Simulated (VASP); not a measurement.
Band structure of MoSi₂ (space group I4/mmm). Method: PBE GGA, VASP's PBE PAW potentials (set 64) (plane waves; VASP).

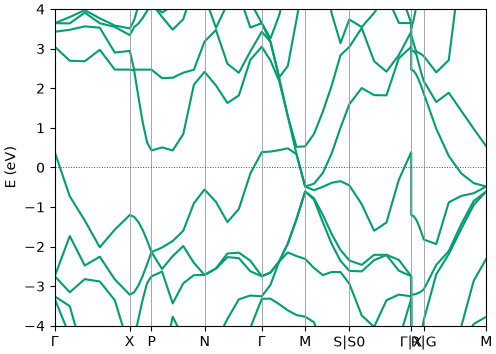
Bands along high-symmetry lines, zero at the valence-band maximum or, without a gap, the Fermi level

Problem. Read the plot: is there a gap, and where are the band edges?

Solution. It has no gap at this level: it comes out as a metal or semimetal.

The structure is a typed MoSi2 crystal. The cell was not relaxed at this level.
